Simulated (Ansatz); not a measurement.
## Exact exchange and the HOMO–LUMO gap of CH5BFN

The species is CH5BFN (9 atoms), meant as a singlet with charge 0. As SMILES, `CB(N)F`. Geometry: relaxed at PBE0-D4/def2-TZVP.

The HOMO–LUMO gap y, in eV, basis cc-pVDZ; a is the functional's share of exact exchange. Programs: Ansatz 0.2.0.

| functional | program | a | y (eV) |
| --- | --- | --- | --- |
| r2SCAN | Ansatz | 0 | 8.07 |
| revPBE | Ansatz | 0 | 7.33 |
| B3LYP | Ansatz | 0.2 | ? |
| r2SCAN0 | Ansatz | 0.25 | 10.37 |
| PBE0 | Ansatz | 0.25 | 9.86 |
| BHLYP | Ansatz | 0.5 | 11.94 |

**Question.** Fit y = c + s·a to the known rows and predict B3LYP.

**Answer.** 
1. Means of the 5 rows: a = 0.2000, y = 9.514.
2. Σ(Δa)² = 0.175, Σ(Δa·Δy) = 1.5135, so the slope is 1.5135/0.175 = 8.6486.
3. Intercept: 9.514 − (8.6486) × 0.2000 = 7.784. The largest residual of the fit is 0.45.
4. B3LYP: 7.784 + (8.6486) × 0.2 = 9.51 eV.

The run gave 9.16 eV, so the prediction is off by +0.35 eV, within the largest residual. Exact exchange lowers occupied levels and raises empty ones. The rows mix families of semi-local functionals, which the line can't see.

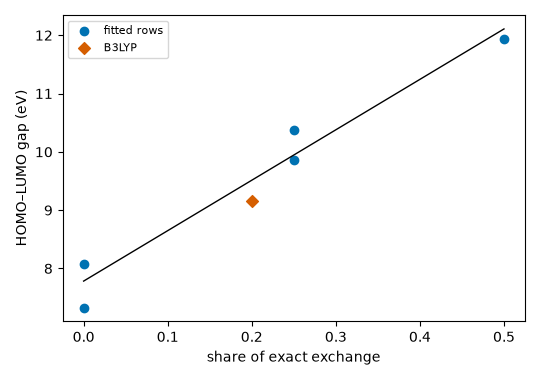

The fitted line, with the withheld row.
